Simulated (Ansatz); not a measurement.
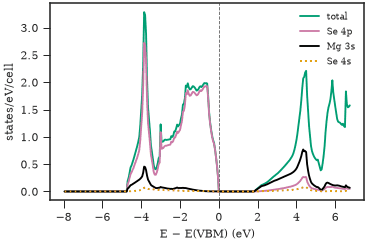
Figure: Total and projected density of states of MgSe (rock salt, space group No. 225), DFT-PBE in the program Ansatz with PAW potentials

Problem. Which orbitals carry the states next to the gap?

Solution. Top 1 eV of the valence band: Se 4p 97 %. Bottom 1 eV of the conduction band: Mg 3s 78 %, Se 4p 8 %, outside the projected shells 9 %. Projections are on Löwdin-orthogonalised atomic valence shells; empty p or d shells of many metals are not among them.

Problem. Where is the tallest occupied peak in this window, and what makes it?

Solution. Near -3.8 eV, about 3.3 states/eV per cell; the largest projected share is Se 4p.

Space group Fm-3m (rock salt). The cell was relaxed with PBE under the symmetry of its start. Scalar-relativistic: spin–orbit coupling is off unless named, which matters more the heavier the elements.

Potentials: the later of the program's two PAW sets.
